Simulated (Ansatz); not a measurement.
**C3H7ClOSi: up Jacob's ladder to CCSD(T)**

How much do the methods differ for C3H7ClOSi? The plan is to run it at one geometry with functionals of several rungs and with coupled cluster, and see how far each lands from CCSD(T) at the basis-set limit for the atomisation energy.

The runs use Ansatz 0.2.0, Gaussian basis; functionals in def2-TZVPP, the program's frozen cores in correlated methods.

Plan: LDA (SPW92), PBE-D4, revPBE-D4, BLYP-D4, r2SCAN-D4, B97M-V, PBE0-D4, B3LYP-D4, r2SCANh-D4, r2SCAN0-D4, HSE06-D4, BHLYP-D4, CAM-B3LYP-D4, LC-ωPBE, ωB97X-V, ωB97M-V, B2PLYP, PBE-QIDH; CCSD(T)/def2-SVP; CCSD(T)/def2-TZVPP; MP2/def2-QZVPP; extrapolation to the limit; RPA on PBE.

## (1) The relaxed structure

All runs share one geometry, relaxed beforehand with PBE0-D4 in a triple-zeta def2 set.

SMILES `CC(C)O[Si]Cl`, 13 atoms, charge 0, spin multiplicity 1.

Atoms are counted from 1 here; the program's logs count them from 0.

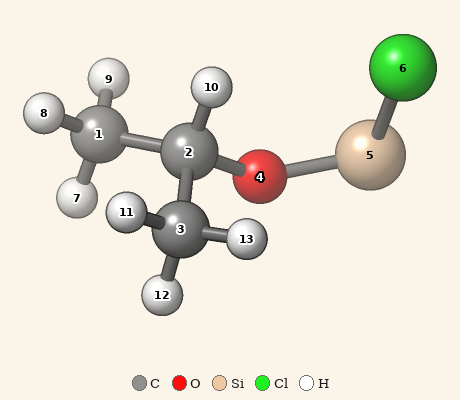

The structure; carbon grey, oxygen red, silicon light orange, chlorine green, hydrogen white; atoms are numbered from 1 in the order of the file.

## (2) LDA

This LDA is Slater exchange with PW92 correlation.

in.yaml reads:

```yaml
crystal:
  periodic: [false, false, false]
  atoms:
    - {symbol: C, position_ang: [-0.081954, -1.252838, 0.954555]}
    - {symbol: C, position_ang: [0.113051, 0.010146, 0.147128]}
    - {symbol: C, position_ang: [0.195553, -0.247331, -1.341299]}
    - {symbol: O, position_ang: [-0.998349, 0.873892, 0.404038]}
    - {symbol: Si, position_ang: [-1.227060, 2.465064, 0.621079]}
    - {symbol: Cl, position_ang: [0.730697, 3.255518, 0.430027]}
    - {symbol: H, position_ang: [-0.996826, -1.764811, 0.647508]}
    - {symbol: H, position_ang: [0.761874, -1.929841, 0.804411]}
    - {symbol: H, position_ang: [-0.154444, -1.024542, 2.019258]}
    - {symbol: H, position_ang: [1.022404, 0.523744, 0.475801]}
    - {symbol: H, position_ang: [1.029464, -0.917113, -1.562426]}
    - {symbol: H, position_ang: [-0.726575, -0.711714, -1.698656]}
    - {symbol: H, position_ang: [0.352464, 0.685126, -1.886725]}
basis:
  gaussian: {orbitals: def2-TZVPP}
hamiltonian: {xc: lda}
output: {orbitals: {seedname: orbitals}}
```

Run with:

```sh
ansatz run in.yaml --threads 4 --pin off --events-out ev --progress --plain --max-ram 11315MiB
```

The runs that follow: PBE-D4 (GGA); revPBE-D4 (GGA); BLYP-D4 (GGA); r2SCAN-D4 (meta-GGA); B97M-V (meta-GGA); PBE0-D4 (hybrid); B3LYP-D4 (hybrid); r2SCANh-D4 (hybrid); r2SCAN0-D4 (hybrid); HSE06-D4 (hybrid); BHLYP-D4 (hybrid); CAM-B3LYP-D4 (range-separated); LC-ωPBE (range-separated); ωB97X-V (range-separated); ωB97M-V (range-separated); B2PLYP (double hybrid); PBE-QIDH (double hybrid); CCSD(T) in def2-SVP; CCSD(T) in def2-TZVPP; MP2 in def2-QZVPP; RPA on PBE orbitals.

**Question.** What will the summary of the whole plan be? Wanted: atomisation energy, CCSD(T)/CBS; farthest beyond LDA; mean size of error, GGA; mean size of error, meta-GGA; mean size of error, hybrid; mean size of error, range-separated; mean size of error, double hybrid; gap, smallest and largest; T1 diagnostic.

The runs gave:

| quantity | value |
| --- | --- |
| atomisation energy, CCSD(T)/CBS | 5085.0 kJ/mol |
| functionals within 25.4 kJ/mol (0.5 %) | revPBE-D4, BLYP-D4, r2SCAN-D4, B97M-V, PBE0-D4, B3LYP-D4, r2SCANh-D4, HSE06-D4, CAM-B3LYP-D4, ωB97X-V |
| farthest beyond LDA | BHLYP-D4 (-145.0 kJ/mol) |
| mean size of error, GGA | 45.1 kJ/mol |
| mean size of error, meta-GGA | 13.9 kJ/mol |
| mean size of error, hybrid | 44.2 kJ/mol |
| mean size of error, range-separated | 20.8 kJ/mol |
| mean size of error, double hybrid | 42.6 kJ/mol |
| gap, smallest and largest | 3.59 eV (LDA (SPW92)), 10.27 eV (LC-ωPBE) |
| T1 diagnostic | 0.0128 |
| triples share of the correlation energy | 4.0 % |

**Reading.** The LDA atomisation energy is off by 726.5 kJ/mol (14 %): it overbinds. PBE-D4 misses by +99.9 kJ/mol. Double hybrids carry the basis error of their MP2 part in triple zeta, and no dispersion term here, so their miss is partly the set-up's. The rungs meta-GGA, range-separated miss on average by less than the doubt on the reference (25.4 kJ/mol), so they tie. The reference freezes the cores and leaves out relativity and excitations past (T), so misses under about 25.4 kJ/mol can't be ranked. Hartree-Fock recovers 74 % of the binding; the rest is correlation. CCSD(T) in def2-SVP is off by -264.5 kJ/mol, worse than the median functional, from the basis alone. The gap grows from 3.6 to 10.3 eV across the functionals, mostly with the share of exact exchange.
